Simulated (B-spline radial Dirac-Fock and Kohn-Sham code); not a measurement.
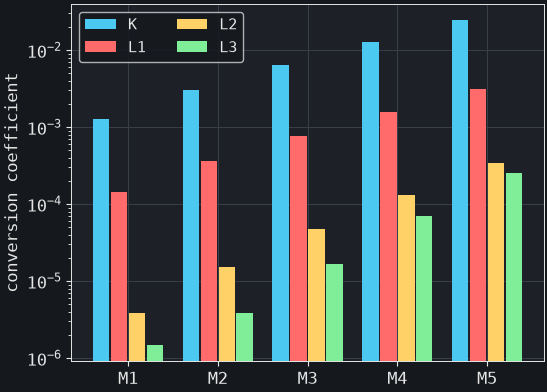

**Figure.** Internal conversion coefficients by shell for magnetic multipoles at a transition energy of 1000 keV (K and L shells). The figure is for indium (Z = 49). Computed with a radial B-spline solver: a Dirac–Hartree–Slater potential of the neutral atom, no hole, surface-current nucleus.

The shells shown sum to 0.00141 (M1), 0.00344 (M2), 0.00718 (M3), 0.0144 (M4), 0.0283 (M5). The largest bar is K for M1, K for M2, K for M3, K for M4, K for M5.
